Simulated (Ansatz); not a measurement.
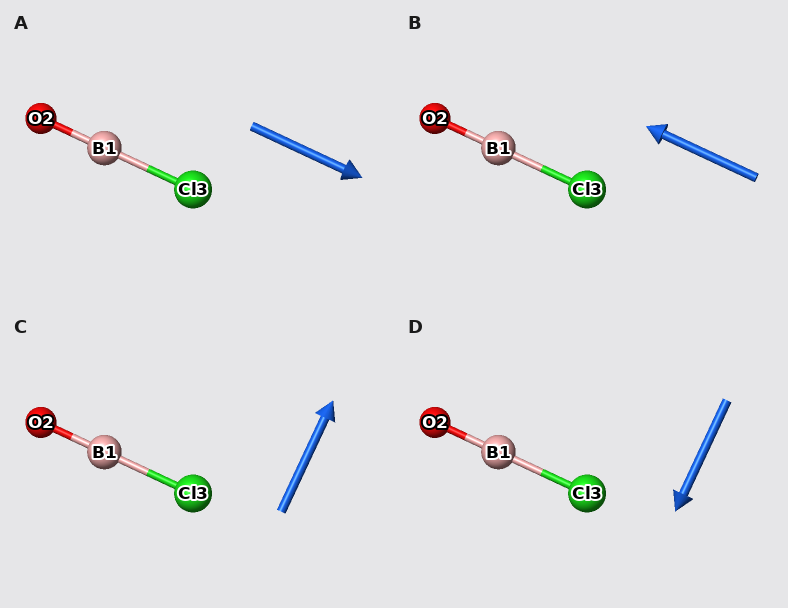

The same molecule four times, each with an arrow. The computed structure is the end point of a PBE0-D4/def2-TZVP optimisation. Level of theory: RKS PBE0-D4/def2-TZVP (Ansatz 0.2.0).

Which arrow points along the dipole moment, from the negative to the positive end?

A. The dipole moment is 2.78 D; it points from the side of O2 to the side of Cl3 (the outermost atoms at the two ends).
